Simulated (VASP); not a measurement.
Energy against volume of MgS (rock salt). Level of theory: r2SCAN+rVV10, VASP's PBE PAW potentials (set 64) (plane waves; VASP 6.6.1).

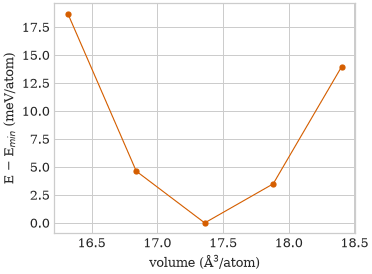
Energy against volume

Problem. Estimate the equilibrium volume and the bulk modulus.

Solution. The minimum lies near 17.4 Å³/atom, and the curvature gives B0 of about 83 GPa.

Measured: bulk modulus 81.0 GPa at 0 K (computed value off by +2.0 %), a 5.188 Å at 0 K (computed value off by -0.1 %), as given by Tamar Goldzak et al., The Journal of Chemical Physics (2022), arXiv:2208.04865 [corrected for zero-point motion].

The compound is MgS in the rock salt structure. It was relaxed first.
